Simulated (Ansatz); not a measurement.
Ag (fcc, Cu type)

```
CELL_PARAMETERS angstrom
      0.00000     2.02719     2.02719
      2.02719     0.00000     2.02719
      2.02719     2.02719     0.00000
ATOMIC_POSITIONS crystal
  Ag 0.00000 0.00000 0.00000
```

Equation-of-state scan: isotropic scaling of the cell above, V₀ being its volume. Symmetry pins the atoms to their sites.

Level of theory: PBEsol (plane waves to 420 eV, PAW, scalar-relativistic; Ansatz, a program for electronic structure). k mesh 20×20×20 (Γ-centred), Fermi-Dirac smearing 0.05 eV. The energy includes the smearing's −TS. Ag was relaxed with its symmetry unable to fall. ΔE is measured from the relaxed starting cell.

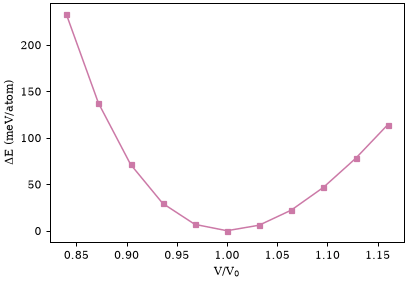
Figure: ΔE (meV/atom) against V/V₀; markers are the computed points, lines only join them.

The bulk modulus B₀ (third-order Birch-Murnaghan fit) is 119 GPa, the equilibrium volume of the fit is 16.66 Å³/atom and the pressure at the smallest volume is 33.9 GPa. The pressure for 5 % compression (fit) is 7.1 GPa and the energy cost of the largest compression is 233 meV/atom.

Check by three points about V = 16.662 Å³/atom, step 1.066: d²E/dV² ≈ (29 − 2·0 + 22) meV / 1.066² = 0.0449 eV/Å⁶, and V·d²E/dV² × 160.2 = 120 GPa.

(A scan under strain: stresses follow from slopes of the energy per volume, elastic moduli from its curvatures.)
